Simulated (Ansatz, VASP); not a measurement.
**MgS (Niningerite): VASP beside Ansatz**

Wanted: the spread between two codes on one cell, functional and k mesh.

Main program and level: Ansatz 0.2.0; plane waves, with VASP 6.6.1 beside it; elastic constants at PBEsol and zone-centre phonons at PBEsol.

## 1. Starting point

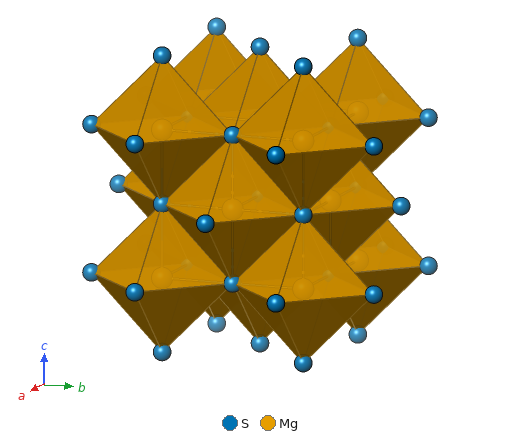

The cell as given, slightly off an axis (sulfur blue, magnesium orange). This picture shows the conventional cell, with its axes. Some periodic images of atoms are drawn too.

## 2. Ansatz: elastic constants, PBEsol

Ansatz runs on its default PAW (the set named soft_2) files.

Elastic constants are differences of stresses under small strains, so they test the stress and the mesh.

Input file input.yaml:

```yaml
crystal:
  lattice:
    - [0.0, 2.5887856735, 2.5887856735]
    - [2.5887856735, 0.0, 2.5887856735]
    - [2.5887856735, 2.5887856735, 0.0]
  atoms:
    - { symbol: S, position: [0.5, 0.5, 0.5] }
    - { symbol: Mg, position: [0.0, 0.0, 0.0] }
hamiltonian:
  xc: pbesol
  pseudopotentials: { kind: paw }
kpoints:
  mp_grid: { grid: [8, 8, 8] }
scf:
  occupations: { method: gaussian, width: 0.03 }
elastic:
  mode: relaxed_ion
  stencil: two_point
output:
  forces: true
  stress: true
```

The run is started by

```sh
ansatz run input.yaml --threads 4 --pin off --max-ram 9216MiB --backend cpu --events-out ev --progress --plain --runs-dir out
```

Numbers of over 12 decimals in the logs are rounded to 6 here.

Log:

```text
Engine: ansatz 0.2.0, x86_64-unknown-linux-gnu
Pseudopotentials: kind: paw
Pseudopotential: S, paw, valence charge 6, recommended cutoff 420 eV (normal), S.paw.azcp
Pseudopotential: Mg, paw, valence charge 10, recommended cutoff 420 eV (normal), Mg.paw.azcp
Functional definition: PBEsol
  exchange = pbesol_x
  correlation = pbesol_c
Crystal: 2 atoms, lattice volume = 34.699 Å³
Basis set: ecut = 420 eV, 645 PW (Γ), exchange–correlation on 50×50×50 points (8 copies of the dense FFT grid, shifted against one another)
Bands: 12, of which v1, the nominal top of the filled ones, is band 8 counted from 1 (7 counted from 0)
Symmetry: 48 space group operations
Space group: Fm-3m (ITA 225), of the structure as read, at distance tolerance 3.3e-5 Å
k-points: 29 of 512
Non-local potential: S, projectors of the file, l = 0: 2, l = 1: 2, l = 2: 2
Non-local potential: Mg, projectors of the file, l = 0: 3, l = 1: 2, l = 2: 1
PAW form: soft (Blöchl's): semilocal exchange-correlation on the pseudo side does not see the compensation charge
PAW frozen core: S, regenerated for the run's functional, and the local potential with it (the file was generated under x = pbe(κ = 0.804, μ = 0.219515), c = pbe(β = 0.066725))
PAW frozen core: Mg, regenerated for the run's functional, and the local potential with it (the file was generated under x = pbe(κ = 0.804, μ = 0.219515), c = pbe(β = 0.066725))
PAW one-centre angular grid: S, 110 points (default); XC on 64 Gauss nodes
PAW one-centre angular grid: Mg, 110 points (default); XC on 64 Gauss nodes
Initial density: superposition of atomic densities (neutral atoms: chi_scale 0, normalization atom), corrected by the library's trained network
Initial wavefunctions: pseudopotential atomic-orbital guess
Functional: x = pbesol(κ = 0.804, μ = 0.123457), c = pbesol(β = 0.046)
SCF iter   1: F=—  HF=-2799.920417 eV  |F-HF|=—  |Δ(HF+E_count)|=         —  Δρ=3.92e-3  dr2=7.43e-3  ethr=1.77e-3  ⟨swp⟩=6.4  Hψ=2079  notcnv=0
preconditioner: auto → none  [insulator: Δε(μ)=2.668 eV  Ē_g=11.731 eV  σ=0.030 eV  W_gap=1.00  n_scr=8 (ndim 8)  ℏωp=17.8 eV  f_vac=0.000  D(μ)=0.00/eV (n_scr^D=0)  ε∞_Penn≈3.3]
SCF iter   2: F=—  HF=-2799.917566 eV  |F-HF|=—  |Δ(HF+E_count)|=   2.85e-3  Δρ=1.16e-3  dr2=2.97e-4  ethr=4.64e-5  ⟨swp⟩=2.0  Hψ=792  notcnv=0
SCF iter   3: F=—  HF=-2799.917573 eV  |F-HF|=—  |Δ(HF+E_count)|=   6.88e-6  Δρ=3.94e-4  dr2=3.10e-5  ethr=1.86e-6  ⟨swp⟩=2.3  Hψ=505  notcnv=0
SCF iter   4: F=—  HF=-2799.917595 eV  |F-HF|=—  |Δ(HF+E_count)|=   2.18e-5  Δρ=5.21e-5  dr2=5.22e-7  ethr=1.94e-7  ⟨swp⟩=1.0  Hψ=349  notcnv=0
SCF iter   5: F=—  HF=-2799.917594 eV  |F-HF|=—  |Δ(HF+E_count)|=   4.69e-7  Δρ=4.17e-6  dr2=1.90e-9  ethr=3.26e-9  ⟨swp⟩=1.9  Hψ=404  notcnv=0
SCF iter   6: F=—  HF=-2799.917594 eV  |F-HF|=—  |Δ(HF+E_count)|=   2.37e-9  Δρ=4.19e-7  dr2=5.45e-11  ethr=1.19e-11  ⟨swp⟩=2.0  Hψ=464  notcnv=0
SCF iter   7: F=—  HF=-2799.917594 eV  |F-HF|=—  |Δ(HF+E_count)|=  5.91e-12  Δρ=4.77e-8  dr2=6.70e-13  ethr=3.40e-13 (applied; sched 1.00e-12)  ⟨swp⟩=2.0  Hψ=444  notcnv=0
SCF iter   8: F=-2799.917594 eV  HF=-2799.917594 eV  |F-HF|=0.00e0  |Δ(HF+E_count)|=    0.00e0  Δρ=1.01e-8  dr2=5.29e-14  ethr=1.00e-12  ⟨swp⟩=4.8  Hψ=1129  notcnv=0
SCF 1 converged in 8 iterations: F = -2799.917594 eV  dr2 = 5.29e-14
  greatest PAW one-centre occupation: 1.000 electrons in one spin orbital (limit 2), on the Mg atom at site 1 (counted from 0), in its partial waves of l = 0
Crystal: 2 atoms, lattice volume = 34.630 Å³
Symmetry: 16 space group operations
k-points: 59 of 512
Initial density: handed on by an earlier stage of this run
Initial wavefunctions: those handed on with the density
iter 1 solved again at ethr=2.36e-8 eV; its pass at ethr=3.10e-3 eV (dr2=3.78e-6 eV) is discarded
SCF iter   1: F=—  HF=-2799.917433 eV  |F-HF|=—  |Δ(HF+E_count)|=         —  Δρ=1.33e-4  dr2=7.36e-6  ethr=2.36e-8  ⟨swp⟩=2.9  Hψ=5063  notcnv=0
preconditioner: auto → none  [insulator: Δε(μ)=2.724 eV  Ē_g=11.775 eV  σ=0.030 eV  W_gap=1.00  n_scr=8 (ndim 8)  ℏωp=17.8 eV  f_vac=0.000  D(μ)=0.00/eV (n_scr^D=0)  ε∞_Penn≈3.3]
[...]
SCF 2 converged in 7 iterations: F = -2799.917438 eV  dr2 = 1.64e-15
Crystal: 2 atoms, lattice volume = 34.769 Å³
Basis set: ecut = 420 eV, 661 PW (Γ), exchange–correlation on 50×50×50 points (8 copies of the dense FFT grid, shifted against one another)
[...]
preconditioner: auto → none  [insulator: Δε(μ)=2.718 eV  Ē_g=11.752 eV  σ=0.030 eV  W_gap=1.00  n_scr=8 (ndim 8)  ℏωp=17.8 eV  f_vac=0.000  D(μ)=0.00/eV (n_scr^D=0)  ε∞_Penn≈3.3]
[...]
SCF 3 converged in 6 iterations: F = -2799.917615 eV  dr2 = 1.44e-14
Symmetry: 8 space group operations
k-points: 95 of 512
[...]
preconditioner: auto → none  [insulator: Δε(μ)=2.723 eV  Ē_g=11.763 eV  σ=0.030 eV  W_gap=1.00  n_scr=8 (ndim 8)  ℏωp=17.8 eV  f_vac=0.000  D(μ)=0.00/eV (n_scr^D=0)  ε∞_Penn≈3.3]
[...]
SCF iter   4: F=—  HF=-2799.917570 eV  |F-HF|=—  |Δ(HF+E_count)|=   2.26e-9  Δρ=1.19e-6  dr2=7.34e-10  ethr=2.14e-11  ⟨swp⟩=2.0  Hψ=1525  notcnv=0
SCF iter   5: F=—  HF=-2799.917570 eV  |F-HF|=—  |Δ(HF+E_count)|=  2.73e-10  Δρ=1.18e-7  dr2=2.78e-12  ethr=4.59e-12  ⟨swp⟩=2.0  Hψ=1484  notcnv=0
SCF iter   6: F=-2799.917570 eV  HF=-2799.917570 eV  |F-HF|=4.55e-13  |Δ(HF+E_count)|=  9.09e-13  Δρ=2.13e-8  dr2=4.57e-14  ethr=1.00e-12  ⟨swp⟩=5.0  Hψ=4177  notcnv=0
SCF 4 converged in 6 iterations: F = -2799.917570 eV  dr2 = 4.57e-14
iter 1 solved again at ethr=1.45e-11 eV; its pass at ethr=3.10e-3 eV (dr2=2.32e-9 eV) is discarded
SCF iter   1: F=—  HF=-2799.917561 eV  |F-HF|=—  |Δ(HF+E_count)|=         —  Δρ=1.76e-5  dr2=2.33e-9  ethr=1.45e-11  ⟨swp⟩=1.8  Hψ=7660  notcnv=0
preconditioner: auto → none  [insulator: Δε(μ)=2.722 eV  Ē_g=11.763 eV  σ=0.030 eV  W_gap=1.00  n_scr=8 (ndim 8)  ℏωp=17.8 eV  f_vac=0.000  D(μ)=0.00/eV (n_scr^D=0)  ε∞_Penn≈3.3]
SCF iter   2: F=—  HF=-2799.917570 eV  |F-HF|=—  |Δ(HF+E_count)|=   9.13e-6  Δρ=8.83e-6  dr2=6.88e-10  ethr=1.45e-11  ⟨swp⟩=2.0  Hψ=1900  notcnv=0
SCF iter   3: F=—  HF=-2799.917570 eV  |F-HF|=—  |Δ(HF+E_count)|=   5.90e-8  Δρ=1.49e-6  dr2=2.39e-10  ethr=4.30e-12  ⟨swp⟩=2.0  Hψ=1508  notcnv=0
SCF iter   4: F=—  HF=-2799.917570 eV  |F-HF|=—  |Δ(HF+E_count)|=   1.30e-9  Δρ=1.75e-7  dr2=1.38e-11  ethr=1.49e-12  ⟨swp⟩=2.0  Hψ=1414  notcnv=0
SCF iter   5: F=—  HF=-2799.917570 eV  |F-HF|=—  |Δ(HF+E_count)|=  4.55e-12  Δρ=2.41e-8  dr2=1.37e-13  ethr=8.65e-14 (applied; sched 1.00e-12)  ⟨swp⟩=2.0  Hψ=1485  notcnv=0
SCF iter   6: F=-2799.917570 eV  HF=-2799.917570 eV  |F-HF|=0.00e0  |Δ(HF+E_count)|=  9.09e-13  Δρ=6.47e-9  dr2=7.29e-15  ethr=1.00e-12  ⟨swp⟩=4.0  Hψ=3420  notcnv=0
SCF 5 converged in 6 iterations: F = -2799.917570 eV  dr2 = 7.29e-15
SCF converged after 8 iterations
Free energy (F): -2799.917594 eV
Harris-Foulkes:  -2799.917594 eV  (|F-HF|=0.00e0)
Internal energy: -2799.917594 eV  (E = F + TS)
E sigma→0 (E₀):  -2799.917594 eV
Fermi energy:    7.873564 eV
--- Per-component energies (eV) ---
  E_band       = -328.164111
  E_kinetic    = 185.227326
  E_local      = -1658.267839  (includes V_loc(G=0)·N_el)
  E_nonlocal   = 124.268168
  E_hartree    = 589.799490
  E_xc         = -126.474053
  E_vxc        = -126.790044  (∫ρ·V_xc dr)
  E_paw        = -865.664868  (= ΣΔE_a)
  E_vpaw       = -32.200697  (= ΣTr[D̂ρ^β])
  E_aug_tail   = -0.000003  (compensation charges beyond the density's cutoff)
  E_ewald      = -1048.926626
  E_core_change = 0.120812  (= ΣΔE_core)
  E_smearing   = -0.000000  (= −TS)
  E_closure    = -0.000000  (closes the sum)
  Σ components = -2799.917594   (vs F -2799.917594, Δ=0.00e0)
--- Forces (eV/Å), atoms counted from 1 ---
  atom   1  S      0.00000000    -0.00000000    -0.00000000
  atom   2  Mg    -0.00000000     0.00000000     0.00000000
  max |Σ_I F_I| component: 3.85e-30 eV/Å
--- Stress (GPa, compression-positive) ---
        0.203636      -0.000000       0.000000
        0.000000       0.203636       0.000000
       -0.000000       0.000000       0.203636
  P = ⅓ Tr σ = 0.2036 GPa (2.036 kbar)
--- Band table (eV; the first three rows and the last of 29) ---
  k-point 0: bands = [... 4 lower, -6.2588, 6.5077, 6.5077, 6.5077, 10.2180, 14.3112, 14.3112, 14.3112]
  k-point 1: bands = [... 4 lower, -6.1016, 5.4298, 6.4019, 6.4019, 11.0209, 14.0039, 14.5676, 14.5676]
  k-point 2: bands = [... 4 lower, -5.6749, 3.6248, 6.1719, 6.1719, 11.3857, 14.2242, 14.2242, 14.7825]
  k-point 28: bands = [... 4 lower, -4.4565, 3.1675, 3.1675, 4.0753, 11.7635, 14.3428, 14.3428, 14.5233]
--- Elastic constants: 2 strain directions × 2 members + reference (group order 48) ---
  dense FFT box of the reference and of every strained cell: 25×25×25
  strains applied: 11, 23; error gains: componentwise 1.00 (the most a stress slope's error grows in a printed constant), spectral 1.73 (1 for all six strains in a standard setting)
  C = ∂σ_k/∂η_j (tension-positive GPa; Voigt order 11 22 33 23 13 12):
       154.356     41.215     41.215     -0.000      0.000      0.000
        41.215    154.356     41.215      0.000     -0.000      0.000
        41.215     41.215    154.356      0.000     -0.000     -0.000
         0.000     -0.000     -0.000     54.309      0.000      0.000
         0.000     -0.000     -0.000     -0.000     54.309      0.000
         0.000     -0.000      0.000     -0.000     -0.000     54.309
  reference stress σ⁰ (GPa):     -0.204     -0.204     -0.204     -0.000     -0.000      0.000
  C* (energy form; C + prestress term) asymmetry max|C*_kj − C*_jk| = 2.132e-14 GPa — a small one proves nothing (zero by symmetry where the batch's group is 432, −43m or m−3m); a large one is finite-difference/SCF noise where every solve meets its electron count
  moduli (Voigt/Reuss/Hill, GPa): K = 78.93/78.93/78.93   G = 55.21/55.19/55.20   E = 134.30   ν = 0.216
  mechanically stable: yes (min eigenvalue of sym C = 54.31 GPa)
  strain η (Voigt 11):  stress-route row diagonal C_11 = 154.36 GPa, energy-path curvature d²(F+E_count+ΔE)/dδ²/Ω₀ = 154.35 GPa
         δ    σ_11 (GPa)             F (eV)   n_scf  n_hpsi   n_pw
    -2.000e-3      -0.5161       -2799.9174385       7   12957    692   relax 0 steps, max|allowed force component| 7.03e-31 eV/Å
     2.000e-3       0.1013       -2799.9176153       6   11643    700   relax 0 steps, max|allowed force component| 1.48e-31 eV/Å
  strain η (Voigt 23):  stress-route row diagonal C_44 = 54.31 GPa, energy-path curvature d²(F+E_count+ΔE)/dδ²/Ω₀ = 54.41 GPa
         δ    σ_23 (GPa)             F (eV)   n_scf  n_hpsi   n_pw
    -2.000e-3      -0.1086       -2799.9175703       6   19808    696   relax 0 steps, max|allowed force component| 8.38e-31 eV/Å
     2.000e-3       0.1086       -2799.9175703       6   18763    696   relax 0 steps, max|allowed force component| 3.16e-30 eV/Å
```

The job ended after 2.2 s (4 threads of INTEL XEON PLATINUM 8581C at 2.30GHz (Emerald Rapids), shared host; peak memory 0.4 GiB; 4.5 s of CPU time).

The run ends at a pressure of 0.20 GPa.

(Part 1 of 3 ends here.)

[Lines on the potential files, build, host, timing and source positions are cut from VASP's logs without a mark.]

[Logs are printed without paths, hosts, clocks, repeated set-up lines and the standing remarks that a program may print on its own settings, such as how far it seeks lower states.]

[Hosts, paths, dates, database ids (printed as entryN), source tags and the programs' standing remarks are cut or masked in the printed files.]
